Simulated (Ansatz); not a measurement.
# Is ScAgPd in the AlB2 type a stable metal?, part 2 of 2

The plan: relax ScAgPd in the AlB2 type, check its phonons, and, if the lattice is stable, compute its Eliashberg function and ρ(T).

Ansatz 0.2.0; DFT LDA, scalar-relativistic, plane waves, PAW; PAW set soft_1.

So far. Step 2 (Rough relaxation): The largest force is now zero by symmetry and the largest stress component 0.11 GPa. Step 3 (Relaxing cell and atoms): The largest force is now zero by symmetry and the largest stress component 0.0062 GPa. The relaxed cell has a = 4.514, c = 2.857 Å (conventional setting).

The structure was built from a prototype and need not be the compound's stable phase.

### 4. Tight relaxation

No force is left; the cell is relaxed once more with another smearing and tight thresholds.

input.yaml reads:

```yaml
crystal:
  lattice:
    - [4.5141379499, -3.2833e-06, 0.0]
    - [-2.2570661316, 3.9093597825, 0.0]
    - [0.0, 0.0, 2.8570613979]
  atoms:
    - { symbol: Sc, position: [0.0, 0.0, 0.0] }
    - { symbol: Ag, position: [0.3333333333, 0.6666666667, 0.5] }
    - { symbol: Pd, position: [0.6666666667, 0.3333333333, 0.5] }
kpoints:
  mp_grid: { grid: [9, 9, 10] }
hamiltonian:
  xc: lda
  pseudopotentials: { kind: paw, azcp: { folder: soft_1 }, xc_functional: pbe }
scf:
  occupations: { method: methfessel_paxton, width: 0.2 }
output:
  forces: true
  stress: true
  eigenvalues: true
relax:
  adjacent_minimum: "off"
  f_tol: 0.001
  max_steps: 60
  cell: { stress_tol: 0.01 }
```

Run with:

```
$ ansatz run input.yaml --threads 4 --pin off --max-ram 12288MiB --backend cpu --events-out ev --progress --plain --runs-dir out
```

Numbers of over 12 decimals in the logs are rounded to 6 here.

Log:

```text
[the first part of the log is left out]
  E_paw        = -8450.640438  (= ΣΔE_a)
  E_vpaw       = -1103.885774  (= ΣTr[D̂ρ^β])
  E_aug_tail   = 0.000582  (compensation charges beyond the density's cutoff)
  E_ewald      = -6350.377114
  E_core_change = 1.710465  (= ΣΔE_core)
  E_smearing   = 0.001502  (= −TS)
  E_closure    = -0.000000  (closes the sum)
  Σ components = -16393.178215   (vs F -16393.178215, Δ=0.00e0)
[...]
--- Stress (GPa, compression-positive) ---
       -0.007185      -0.000000      -0.000000
       -0.000000      -0.007185       0.000000
       -0.000000       0.000000      -0.007297
  P = ⅓ Tr σ = -0.0072 GPa (-0.072 kbar)
--- Band table (eV; the first three rows and the last of 72) ---
[...]
--- Relaxed structure (3 steps of the walk, 3 accepted, 1 SCFs on fresh bases) ---
[...]
cell:  # Å, volume = 50.4258 Å³
    - [4.513393, -3.2827171933413208e-6, 0]
    - [-2.256694, 3.908715, 0]
    - [0, 0, 2.858350]
  atoms:
    - { symbol: Sc, position: [0, 0, 0] }
    - { symbol: Ag, position: [0.333333, 0.666667, 0.5] }
    - { symbol: Pd, position: [0.666667, 0.333333, 0.5] }
```

Run time: 9.2 s. Hardware: 4 threads of Arm Neoverse V2, shared host; peak memory 0.54 GiB.

Little changed from the start: no atom moved by 0.005 Å and no cell edge by 0.1 %.

This step gave:

```yaml
pressure: -0.007222 GPa
```

The largest force is now zero by symmetry and the largest stress component 0.0073 GPa, small enough for phonons.

### 5. Phonons: q 2×2×2, k 4×4×6

Couplings are defined for a stable lattice alone, so phonons come first.

input.yaml reads:

```yaml
crystal:
  lattice:
    - [4.5133931762, -3.2827e-06, 0.0]
    - [-2.2566937452, 3.9087147892, 0.0]
    - [0.0, 0.0, 2.8583499932]
  atoms:
    - { symbol: Sc, position: [0.0, 0.0, 0.0] }
    - { symbol: Ag, position: [0.3333333333, 0.6666666667, 0.5] }
    - { symbol: Pd, position: [0.6666666667, 0.3333333333, 0.5] }
kpoints:
  mp_grid: { grid: [4, 4, 6] }
hamiltonian:
  xc: lda
  pseudopotentials: { kind: paw, azcp: { folder: soft_1 }, xc_functional: pbe }
scf:
  occupations: { method: methfessel_paxton, width: 0.2 }
output:
  eigenvalues: true
phonons:
  method: dfpt
  qmesh: [2, 2, 2]
  temperatures: { t_max: 1000, t_step: 50 }
  qpath:
    path:
      - [[0.0, 0.0, 0.0], [0.5, 0.0, 0.0], [0.33333333, 0.33333333, 0.0], [0.0, 0.0, 0.0], [0.0, 0.0, 0.5], [0.5, 0.0, 0.5], [0.33333333, 0.33333333, 0.5], [0.0, 0.0, 0.5]]
      - [[0.5, 0.0, 0.5], [0.5, 0.0, 0.0]]
      - [[0.33333333, 0.33333333, 0.5], [0.33333333, 0.33333333, 0.0]]
    npoints: 10
```

Log:

```text
Warning: phonons: the dynamical matrix that this run interpolates holds no multipole term above the dipole-dipole one, and a site of this crystal is no centre of inversion, so its interpolated transverse optical and acoustic branches and sound speeds can stay off near Gamma, and the density of states and the thermodynamics with them. What a run solves at a wave vector of phonons.qpoints, Gamma apart, where the deck admits one, is free of this, and under fd what a larger phonons.supercell samples
[...]
Crystal: 3 atoms, lattice volume = 50.426 Å³
Basis set: ecut = 420 eV, 963 PW (Γ), exchange–correlation on 64×64×40 points (8 copies of the dense FFT grid, shifted against one another)
Bands: 29, of which v1, the nominal top of the filled ones, is band 24 counted from 1 (23 counted from 0)
Symmetry: 12 space group operations
k-points: 16 of 96 (time reversal used)
[...]
SCF iter   1: F=—  HF=-16414.016540 eV  |F-HF|=—  |Δ(HF+E_count)|=         —  Δρ=5.97e-1  dr2=3.71e2  ethr=3.10e-3  ⟨swp⟩=4.2  Hψ=1460  notcnv=0
[...]
SCF iter  14: F=-16393.250872 eV  HF=-16393.250872 eV  |F-HF|=3.64e-12  |Δ(HF+E_count)|=  7.28e-12  S|Δr|=    0.00e0  Δρ=3.81e-8  dr2=5.31e-13  ethr=1.00e-12  ⟨swp⟩=5.8  Hψ=1763  notcnv=0
SCF 1 converged in 14 iterations: F = -16393.250872 eV  dr2 = 5.31e-13
[...]
SCF iter   1: F=—  HF=-16393.250875 eV  |F-HF|=—  |Δ(HF+E_count)|=         —  Δρ=3.04e-7  dr2=4.00e-11  ethr=1.56e-8  ⟨swp⟩=3.0  Hψ=2747  notcnv=0
eigensolver tolerance schedule: the retry pair's looser diagonalisation over-reported the residual by 187238.67 of it (diagonalisation noise at 16.33 of the residual, at the tolerance the schedule requests for it); recorded, not acted on — ethr = c·dr2/N_el stays at c = 1.0e-1
[...]
SCF iter   2: F=—  HF=-16393.250872 eV  |F-HF|=—  |Δ(HF+E_count)|=   2.98e-6  S|Δr|=    0.00e0  Δρ=2.45e-7  dr2=2.62e-11  ethr=1.00e-12  ⟨swp⟩=2.9  Hψ=960  notcnv=0
SCF iter   3: F=-16393.250872 eV  HF=-16393.250872 eV  |F-HF|=0.00e0  |Δ(HF+E_count)|=  1.09e-11  S|Δr|=    0.00e0  Δρ=1.13e-7  dr2=5.66e-12  ethr=1.00e-12  ⟨swp⟩=1.0  Hψ=992  notcnv=0
SCF 2 converged in 3 iterations: F = -16393.250872 eV  dr2 = 5.66e-12
phonons: the bands overlap, so this run is a metal and interpolates without the dipole-dipole term. If the crystal is really an insulator or semiconductor, its LO-TO splitting is missing
NSCF: frozen V_eff on 16 k-points
[...]
DFPT response loops at q = (0, 0, 0) (fractional): preconditioner auto → Kerker (q_TF=auto, 2.706 Å⁻¹) (partly filled bands, converged f_vac=0.000); β = 1.00, the filter's whole step (`scf.mixing.beta` (0.50) is not read by the response loops under this deck's `scf.mixing.preconditioner`; to damp them name `kerker` or `kerker_dos`, under which they read `scf.mixing.beta`, and type it under 1.00, their step now; both keys bind the ground state too); Broyden in place of MSR1
[...]
SCF converged after 14 iterations
Stability not checked: this state was not tested for a lower state beside it, because cold or Methfessel-Paxton smearing, or corrected tetrahedra, fill the levels in a way that the test cannot read (fill_not_monotonic; see scf.lower_state_search)
Free energy (F): -16393.250872 eV
[...]
Internal energy: -16393.251852 eV  (E = F + TS)
E sigma→0 (E₀):  -16393.251117 eV
Entropy (-TS):   0.000980 eV (0.327 meV/atom)
Fermi energy:    16.279514 eV
[...]
--- Band table (eV; the first three rows and the last of 16) ---
  k-point 0: bands = [... 20 lower, 12.7820, 14.4432, 14.4432, 16.1452, 16.2404, 16.2404, 19.6123, 19.6123, ... 1 higher]
  k-point 1: bands = [... 20 lower, 12.9104, 13.9795, 13.9795, 16.8333, 17.0622, 17.0622, 19.0057, 19.0057, ... 1 higher]
  k-point 2: bands = [... 20 lower, 13.3561, 13.3561, 14.2319, 17.9723, 18.2103, 18.2103, 18.4711, 18.4711, ... 1 higher]
  k-point 15: bands = [... 20 lower, 13.8135, 14.5582, 15.7789, 16.6478, 16.7322, 17.3567, 17.9144, 19.3159, ... 1 higher]
--- Phonons (Γ-DFPT): 6 representative perturbations + reference (Σ response iterations 20) ---
  ASR residual: 2.304e-5 → 0.000e0 eV/Å²; symmetrization residual: 1.851e-5 eV/Å²
  ASR residual per site (eV/Å²): 1.39e-5 2.30e-5 9.60e-6
  Γ frequencies (cm⁻¹): -15.58 0.00 0.00 0.00 147.73 173.30 173.30 211.57 211.57
--- Phonons (arbitrary-q DFPT): 4 irreducible q on the 2×2×2 mesh ---
  q = [0.0000, 0.0000, 0.0000] (star 1, of the zone-centre solve; hermiticity 3.58e-6, symmetrization 1.13e-7): -15.58 -0.00 -0.00 0.00 147.73 173.30 173.30 211.57 211.57
  q = [0.0000, 0.0000, -0.5000] (star 1, 6 solved perturbations in 168 linear systems a pass and spin channel, the states on 40 of 96 k-point pairs; hermiticity 2.43e-6, symmetrization 1.52e-7): 77.64 77.64 110.48 125.66 125.66 138.78 207.96 207.96 270.34
[...]
sum rule: each row above includes the acoustic sum rule's correction from the zone centre's row sums; it moved no ω² by more than (0.29 cm⁻¹)²
  mesh force constants: q→R imaginary residual 1.61e-17; ASR residual 2.304e-5 → 0.000e0 eV/Å²; symmetrization residual 1.066e-14 eV/Å²
  interpolated dispersion: 93 rows × 9 modes
  density of states and harmonic sums: on the 16×16×22 q-mesh, interpolated from the force constants of a 2×2×2 supercell (no non-analytic term)
  largest difference from the sums on the solved wave vectors: F 1.44e-1 eV, S 2.17e-4 and C_V 7.36e-5 eV/K
  zero-point energy: 0.076363 eV/cell   skipped modes (ω ≤ 0): 17, of them read as no rigid motion or as one in doubt: 14 (2.095e-2 modes/cell left out, lowest -30.40 cm⁻¹)   left out of the sums: 2.39e-3 of the cell's modes: C_V's classical limit lies that fraction below 3 k_B per atom; for a crystal, a wire or a layer, F and S can be off by more, and a phonons.interpolated_qmesh denser along its periods is the remedy for the sampling
```

Wall time 39 s (4 threads); peak memory 0.61 GiB.

In the SCF lines HF is the Harris–Foulkes energy and dr2 the Hartree energy of the density residual, in eV; the loop may stop once dr2 is under the threshold and the program's other checks hold. Hψ counts applications of the Hamiltonian.

Numbers from this step:

```
share of imaginary modes in the plain interpolation between solved wavevectors : 0.0024
highest frequency, solved or plainly interpolated                              : 300.3 cm⁻¹
```

Solved on the 2×2×2 mesh alone; all other wavevectors are interpolated. The phonon branches at the labelled points (cm⁻¹):

| point | branch 1 | branch 2 | branch 3 | branch 4 | branch 5 | branch 6 | branch 7 | branch 8 | branch 9 |
| --- | --- | --- | --- | --- | --- | --- | --- | --- | --- |
| Γ | -16 | 0 | 0 | 0 | 148 | 173 | 173 | 212 | 212 |
| M | 7 | 36 | 49 | 125 | 140 | 146 | 175 | 198 | 223 |
| K | 31 | 39 | 47 | 125 | 144 | 153 | 168 | 197 | 222 |
| Γ | -16 | 0 | 0 | 0 | 148 | 173 | 173 | 212 | 212 |
| A | 78 | 78 | 110 | 126 | 126 | 139 | 208 | 208 | 270 |
| L | -30 | 63 | 120 | 123 | 138 | 160 | 184 | 214 | 297 |
| H | 43 | 56 | 86 | 144 | 157 | 159 | 163 | 216 | 300 |
| A | 78 | 78 | 110 | 126 | 126 | 139 | 208 | 208 | 270 |
| jump to L | -30 | 63 | 120 | 123 | 138 | 160 | 184 | 214 | 297 |
| M | 7 | 36 | 49 | 125 | 140 | 146 | 175 | 198 | 223 |
| jump to H | 43 | 56 | 86 | 144 | 157 | 159 | 163 | 216 | 300 |
| K | 31 | 39 | 47 | 125 | 144 | 153 | 168 | 197 | 222 |

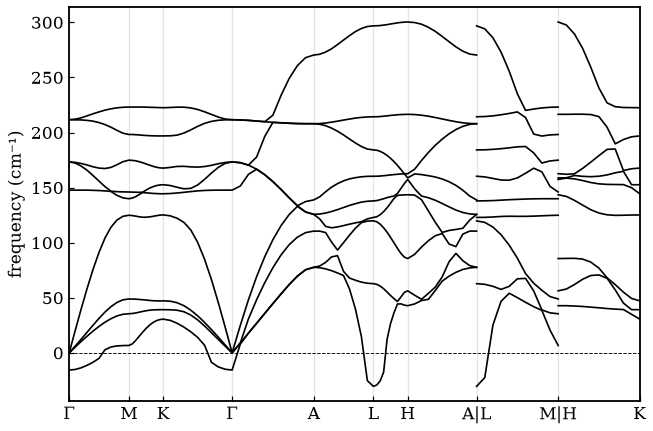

Phonon branches along the path.

Lowest modes at the softest wavevector of the mesh. The modes at q = (0.500, 0.000, 0.500) (shares of kinetic energy by element, %) (negative means imaginary):

| mode | frequency (cm⁻¹) | Sc % | Ag % | Pd % |
| --- | --- | --- | --- | --- |
| 1 | -30.4 | 67 | 24 | 8 |
| 2 | 62.8 | 0 | 50 | 50 |
| 3 | 119.8 | 0 | 24 | 76 |
| 4 | 122.9 | 0 | 54 | 46 |
| 5 | 137.9 | 100 | 0 | 0 |
| 6 | 160.3 | 33 | 52 | 16 |

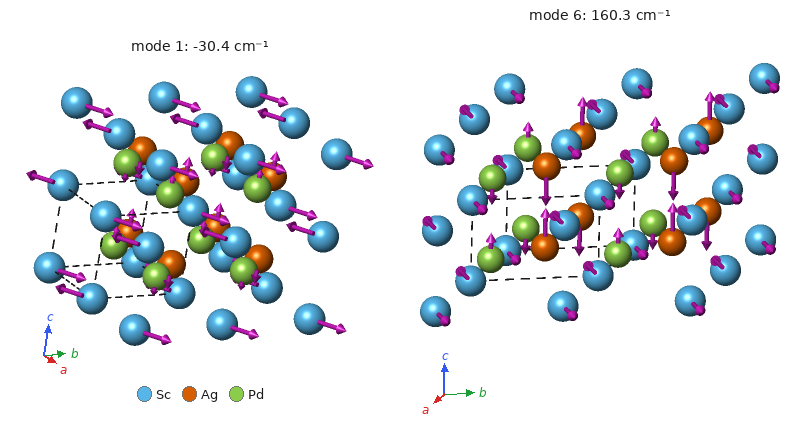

Displacement patterns of modes 1 and 6 at q = (0.500, 0.000, 0.500); arrows are exaggerated. 2×2×2 cells are drawn. Some periodic images of atoms are drawn too.

Among the solved wavevectors the lowest mode, translations apart, is -30.4 cm⁻¹, imaginary.

### 6. Phonons: q 3×3×2, k 6×6×8

An imaginary mode on so few k-points may come from the sampling, so the phonons are repeated with another q and k mesh.

Edit input.yaml of step 5 so:

```diff
@@ -10,3 +10,3 @@
 kpoints:
-  mp_grid: { grid: [4, 4, 6] }
+  mp_grid: { grid: [6, 6, 8] }
 hamiltonian:
@@ -20,3 +20,3 @@
   method: dfpt
-  qmesh: [2, 2, 2]
+  qmesh: [3, 3, 2]
   temperatures: { t_max: 1000, t_step: 50 }
```

Log:

```text
[...]
Crystal: 3 atoms, lattice volume = 50.426 Å³
Basis set: ecut = 420 eV, 963 PW (Γ), exchange–correlation on 64×64×40 points (8 copies of the dense FFT grid, shifted against one another)
Bands: 29, of which v1, the nominal top of the filled ones, is band 24 counted from 1 (23 counted from 0)
Symmetry: 12 space group operations
k-points: 35 of 288 (time reversal used)
[...]
SCF iter   1: F=—  HF=-16414.020820 eV  |F-HF|=—  |Δ(HF+E_count)|=         —  Δρ=5.93e-1  dr2=3.66e2  ethr=3.10e-3  ⟨swp⟩=4.2  Hψ=3193  notcnv=0
[...]
SCF iter   2: F=—  HF=-16403.488264 eV  |F-HF|=—  |Δ(HF+E_count)|=    1.05e1  S|Δr|=    0.00e0  Δρ=4.57e-1  dr2=2.24e2  ethr=3.10e-3  ⟨swp⟩=4.8  Hψ=6250  notcnv=0
automatic band count: the SCF goes on with 34 bands, as 29 were too few: they end inside the smearing window of the response
SCF iter   3: F=—  HF=-16394.081957 eV  |F-HF|=—  |Δ(HF+E_count)|=    9.41e0  S|Δr|=    0.00e0  Δρ=9.26e-2  dr2=5.32e0  ethr=3.10e-3  ⟨swp⟩=2.8  Hψ=2748  notcnv=0  defer=94
[...]
SCF iter  14: F=-16393.185347 eV  HF=-16393.185347 eV  |F-HF|=3.64e-12  |Δ(HF+E_count)|=  4.00e-11  S|Δr|=    0.00e0  Δρ=7.15e-8  dr2=3.35e-12  ethr=1.00e-12  ⟨swp⟩=10.6  Hψ=5856  notcnv=0
SCF 1 converged in 14 iterations: F = -16393.185347 eV  dr2 = 3.35e-12
[...]
SCF iter   3: F=-16393.185347 eV  HF=-16393.185347 eV  |F-HF|=3.64e-12  |Δ(HF+E_count)|=    0.00e0  S|Δr|=    0.00e0  Δρ=1.06e-7  dr2=4.44e-12  ethr=1.00e-12  ⟨swp⟩=1.0  Hψ=2170  notcnv=0
SCF 2 converged in 3 iterations: F = -16393.185347 eV  dr2 = 4.44e-12
[...]
WARN: eigensolver did not converge (k=30): 1 band(s) unlocked after 20 sweeps at ethr=1.33e-12 eV (storage-precision floor; scheduled 1.00e-12 eV) (lowest unlocked band 33, counted from 0; max residual 3.76e-5 eV among the unlocked bands, 3.76e-5 eV over every band; other slots of this pass that fall short are told together in one closing line; warning suppressed until the next SCF loop or pass starts)
WARN: eigensolver did not converge in 2 slots of this pass, the one above among them; of largest residual over every band (k=34): 1 band(s) unlocked (lowest unlocked band 33, counted from 0; max residual 1.37e-4 eV among the unlocked bands, 1.37e-4 eV over every band); of lowest unlocked band (k=30): band 33
[...]
SCF converged after 14 iterations
[...]
Free energy (F): -16393.185347 eV
[...]
Internal energy: -16393.179039 eV  (E = F + TS)
E sigma→0 (E₀):  -16393.183770 eV
Entropy (-TS):   -0.006308 eV (-2.103 meV/atom)
Fermi energy:    16.283370 eV
[...]
--- Band table (eV; the first three rows and the last of 35) ---
  k-point 0: bands = [... 20 lower, 12.7796, 14.4591, 14.4591, 16.1220, 16.2333, 16.2333, 19.5875, 19.5875, ... 6 higher]
  k-point 1: bands = [... 20 lower, 12.8399, 14.1600, 14.1600, 16.5215, 16.7423, 16.7423, 19.2016, 19.2016, ... 6 higher]
  k-point 2: bands = [... 20 lower, 13.5739, 13.6565, 13.6565, 17.4985, 17.7426, 17.7426, 18.5644, 18.5644, ... 6 higher]
  k-point 34: bands = [... 20 lower, 13.7071, 14.6957, 15.5061, 16.7356, 16.8657, 17.1167, 17.9904, 19.7779, ... 6 higher]
[...]
ASR residual: 1.034e-4 → 0.000e0 eV/Å²; symmetrization residual: 1.511e-5 eV/Å²
  ASR residual per site (eV/Å²): 5.26e-5 1.72e-5 1.03e-4
  Γ frequencies (cm⁻¹): -49.53 0.00 0.00 0.00 133.25 157.82 157.82 209.75 209.75
--- Phonons (arbitrary-q DFPT): 6 irreducible q on the 3×3×2 mesh ---
[...]
interpolated dispersion: 93 rows × 9 modes
[...]
```

Wall time 3 min (4 threads); peak memory 1.1 GiB; 12 min of CPU time.

This step gave:

- share of imaginary modes in the plain interpolation between solved wavevectors: 0.029
- highest frequency, solved or plainly interpolated: 312.7 cm⁻¹

Solved on the 3×3×2 mesh alone; all other wavevectors are interpolated. The phonon branches at the labelled points (cm⁻¹):

| point | branch 1 | branch 2 | branch 3 | branch 4 | branch 5 | branch 6 | branch 7 | branch 8 | branch 9 |
| --- | --- | --- | --- | --- | --- | --- | --- | --- | --- |
| Γ | -50 | 0 | 0 | 0 | 133 | 158 | 158 | 210 | 210 |
| M | -30 | 34 | 43 | 120 | 128 | 140 | 160 | 188 | 223 |
| K | -12 | 38 | 41 | 103 | 118 | 136 | 159 | 193 | 220 |
| Γ | -50 | 0 | 0 | 0 | 133 | 158 | 158 | 210 | 210 |
| A | 79 | 79 | 95 | 95 | 105 | 139 | 206 | 206 | 296 |
| L | -38 | 62 | 116 | 118 | 126 | 153 | 185 | 214 | 299 |
| H | -48 | 28 | 45 | 132 | 154 | 161 | 163 | 218 | 313 |
| A | 79 | 79 | 95 | 95 | 105 | 139 | 206 | 206 | 296 |
| jump to L | -38 | 62 | 116 | 118 | 126 | 153 | 185 | 214 | 299 |
| M | -30 | 34 | 43 | 120 | 128 | 140 | 160 | 188 | 223 |
| jump to H | -48 | 28 | 45 | 132 | 154 | 161 | 163 | 218 | 313 |
| K | -12 | 38 | 41 | 103 | 118 | 136 | 159 | 193 | 220 |

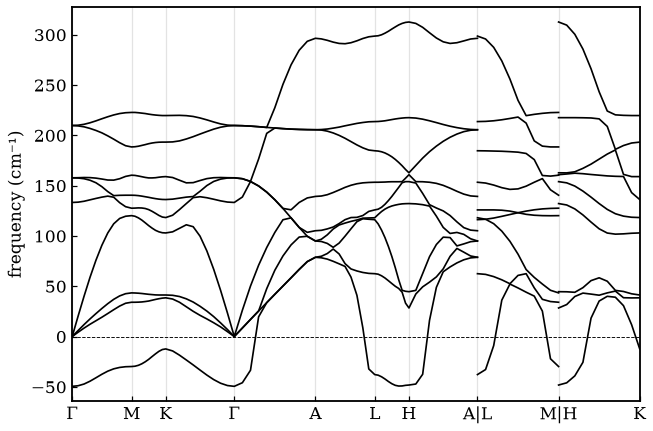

Phonon branches along the path.

The modes has structure finer than the step of the table below, so its rows give means over 20 cm⁻¹, whole bins alone (the curve runs from -59.5 to 331 cm⁻¹). Peaks (cm⁻¹: height): Ag 51.0: 0.0261, 110.0: 0.0173, 149.3: 0.0191, 193.6: 0.0216, 215.7: 0.0394; Pd -22.7: 0.00547, 51.0: 0.0194, 107.6: 0.0192, 129.7: 0.0203, 154.2: 0.0146, 215.7: 0.0339; Sc 144.4: 0.0456, 181.3: 0.0106, 213.2: 0.00891, 291.8: 0.0130.

Phonopy on the run's constants, 15x15x19 mesh, Gaussian sigma 2.8 cm⁻¹. The modes by wavenumber; means over each step; values in 1/cm⁻¹/cell:

| wavenumber (cm⁻¹) | Ag | Pd | Sc |
| --- | --- | --- | --- |
| -40 | 0.00148 | 0.00201 | 0.00175 |
| -20 | 0.00149 | 0.00423 | 0.00112 |
| 0 | 4.5e-4 | 9.6e-4 | 3.6e-4 |
| 20 | 0.00567 | 0.00677 | 0.00282 |
| 40 | 0.0215 | 0.0169 | 0.00612 |
| 60 | 0.0194 | 0.0158 | 0.00721 |
| 80 | 0.00769 | 0.0104 | 0.00588 |
| 100 | 0.0105 | 0.0141 | 0.00821 |
| 120 | 0.0107 | 0.0168 | 0.0200 |
| 140 | 0.0129 | 0.0129 | 0.0354 |
| 160 | 0.00537 | 0.00722 | 0.0192 |
| 180 | 0.00988 | 0.00786 | 0.00549 |
| 200 | 0.0201 | 0.0152 | 0.00560 |
| 220 | 0.0222 | 0.0185 | 0.00532 |
| 240 | 2.5e-4 | 1.0e-4 | 0.00467 |
| 260 | 1.2e-4 | 3.4e-5 | 0.00510 |
| 280 | 1.2e-4 | 3.0e-5 | 0.00827 |
| 300 | 9.1e-5 | 2.0e-5 | 0.00710 |
| 320 | 1.8e-6 | 0 | 2.4e-4 |

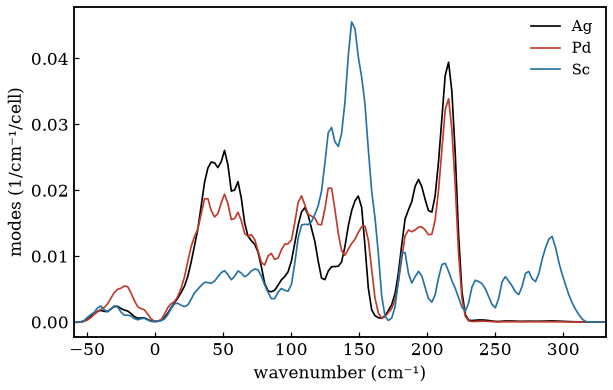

Modes against wavenumber.

No LO-TO term; unit eigenvectors of the mass-weighted matrix. The modes at Γ (shares of kinetic energy by element, %) (negative means imaginary):

| mode | frequency (cm⁻¹) | symmetry | Sc % | Ag % | Pd % |
| --- | --- | --- | --- | --- | --- |
| 1 | -49.5 | A2'' | 1 | 44 | 55 |
| 2 | 0.0 | unnamed | 17 | 42 | 41 |
| 3 | 0.0 | unnamed | 17 | 42 | 41 |
| 4 | 0.0 | unnamed | 17 | 42 | 41 |
| 5 | 133.3 | A2'' | 81 | 14 | 4 |
| 6 | 157.8 | E' | 77 | 1 | 22 |
| 7 | 157.8 | E' | 77 | 1 | 22 |
| 8 | 209.8 | E' | 6 | 57 | 37 |
| 9 | 209.8 | E' | 6 | 57 | 37 |

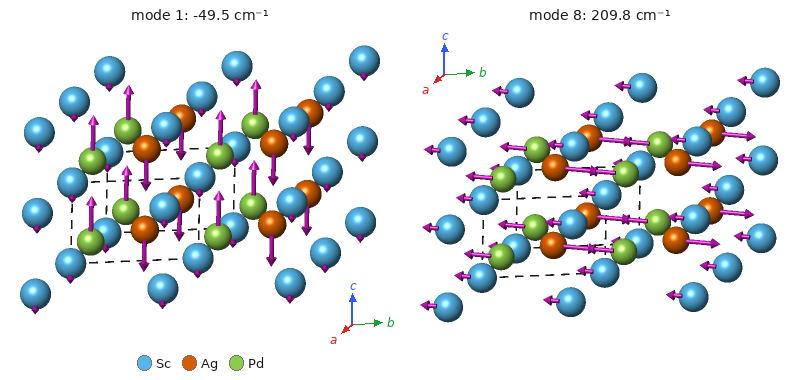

Displacement patterns of modes 1 and 8 at Γ; arrows are exaggerated. 2×2×2 cells are drawn. Some periodic images of atoms are drawn too.

Among the solved wavevectors the lowest mode, translations apart, is -49.5 cm⁻¹, imaginary.

### 7. Summary of results

| Item | Value |
| --- | --- |
| phonon run of the rows without a label of their own | LDA, q 3×3×2, k 6×6×8 |
| softest mode on the q mesh | -49.5 cm⁻¹ at q = (0, 0, 0) |
| highest frequency, solved or plainly interpolated | 313 cm⁻¹ |

What this shows: The lattice is dynamically unstable at this level: a mode at q = (0, 0, 0) is imaginary, 49.5i cm⁻¹, so no harmonic coupling constant or resistivity is defined for this structure. These meshes are coarse, and single modes of a metal can move by tens of cm⁻¹ with the k mesh. The coarser mesh found an imaginary mode at another wavevector, which this mesh lacks. The phonon runs are not spin-polarised. The PAW files were made for PBE; under other functionals the run regenerates their frozen core. The structure was built by hand as an ordered model, and its stability against other phases was not tested.

[Logs are printed without paths, hosts, clocks, repeated set-up lines and the standing remarks that a program may print on its own settings, such as how far it seeks lower states.]

[Hosts, paths, dates, database ids (printed as entryN), source tags and the programs' standing remarks are cut or masked in the printed files.]
